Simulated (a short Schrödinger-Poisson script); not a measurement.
Structure: MOS inversion layer, SiO2 on p-type Ge(100), at 300 K.

```
layer  material  thickness (nm)  Na (cm⁻³)
-----  --------  --------------  ---------
1          SiO2               3          -
2            Ge             530       6e17
```

The device is made up for the run: typed textbook-type constants, with dimensions and the other settings drawn at random. SiO2: permittivity 3.9, conduction-band edge (eV) 3.1, gap (eV) 9, electron mass (mₑ) 0.5. Ge: permittivity 16, conduction-band edge (eV) 0, gap (eV) 0.664, Nv at 300 K (cm⁻³) 6e18.

Channel valleys (confinement mass, in-plane density-of-states mass, number): L4 0.12, 0.295, 4. At the gate the conduction-band edge of layer 1 lies 3.17 eV − eVg above the Fermi level of the channel; the field vanishes at the back. Gaps are held at their typed values at every temperature. Mesh 0.03 nm at interfaces.

From a short Schrödinger-Poisson script (our own, NumPy): 1D Poisson equation in equilibrium, electrons quantum, Hartree (BenDaniel-Duke, 12 states a valley, the channel's in-plane mass for all, wave functions free to enter the dielectric), parabolic valleys, classical holes, full ionisation, no traps, pinning or gate leakage.

Only gate voltages with over 1e8 electrons/cm² are shown.

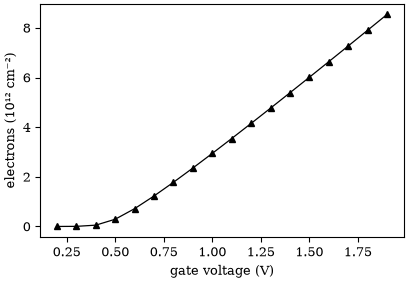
Figure. Sheet density against gate voltage

| Vg (V) | electrons (cm⁻²) | C (μF/cm²) | L4 E0 (meV) | L4 E1 (meV) |
|---|---|---|---|---|
| 0.2 | 3.15e8 | 0.300 | 275.2 | 362.8 |
| 0.3 | 4.31e9 | 0.294 | 207.3 | 301.3 |
| 0.4 | 5.26e10 | 0.402 | 142.4 | 242.1 |
| 0.5 | 2.91e11 | 0.670 | 97.9 | 202.1 |
| 0.6 | 7.17e11 | 0.817 | 74.1 | 182.0 |
| 0.7 | 1.23e12 | 0.883 | 59.6 | 170.8 |
| 0.8 | 1.78e12 | 0.920 | 49.4 | 163.7 |
| 0.9 | 2.35e12 | 0.943 | 41.6 | 158.7 |
| 1 | 2.94e12 | 0.959 | 35.2 | 155.1 |
| 1.1 | 3.54e12 | 0.972 | 29.7 | 152.3 |
| 1.2 | 4.15e12 | 0.982 | 25.0 | 150.1 |
| 1.3 | 4.77e12 | 0.990 | 20.7 | 148.3 |
| 1.4 | 5.39e12 | 0.997 | 16.9 | 146.9 |
| 1.5 | 6.01e12 | 1.00 | 13.3 | 145.7 |
| 1.6 | 6.64e12 | 1.01 | 10.1 | 144.7 |
| 1.7 | 7.27e12 | 1.01 | 7.0 | 143.9 |
| 1.8 | 7.90e12 | 1.02 | 4.1 | 143.2 |
| 1.9 | 8.54e12 | 1.02 | 1.4 | 142.6 |

Subbands count from the Fermi level.

Only the L valleys are kept; under strong confinement the Δ valleys of Ge fill too.
